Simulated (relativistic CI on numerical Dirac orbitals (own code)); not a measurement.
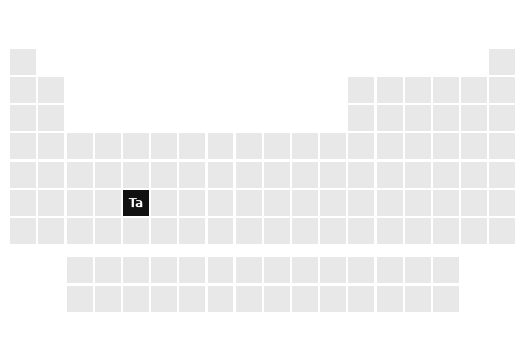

**Figure 1.** The place of tantalum in the periodic table.

## Run report: Ta⁺, relativistic CI calculation

Ta⁺. Level asked for: Dirac-Coulomb-Breit CI, KLI orbitals optimised for each configuration, model QED (radiative potential, 1s self-energy scaled to tabulated hydrogen-like ionisation energies), numerical settings as typed (relativistic CI on numerical Dirac orbitals, in-house).

## Input
```
atom Ta  Z=73  charge=1  electrons=72
nucleus A=181  rms_radius_fm=5.3507
hamiltonian dirac-coulomb  breit=on  qed=on  c_scale=1
orbitals kli  potential=per-configuration
slater_scale 1
correlation none
mixing on
grid step=0.0125 r_max=3.89
scf mixing=0.4 start=green max_iterations=69 tolerance=2e-08 node_fill=0.05
configurations
  [Xe] 4f14 5d3 6s
end
```

Hardware: 1 CPU thread, shared host.

Launched within a batch (the task file carries these settings):
```bash
python <driver script> task.json out
```

The program writes its results to a structured record and prints no log; tables and figures of this report are taken from that record.

## Outcome

| quantity | value |
| --- | --- |
| outcome | not converged |

## What went wrong

The input is odd on purpose: box. The run did not meet its convergence test, so its last values are not results. To bear in mind: SCF of 1s2 2s2 2p6 3s2 3p6 3d10 4s2 4p6 4d10 4f14 5s2 5p6 5d3 6s stopped: an orbital could not be found.
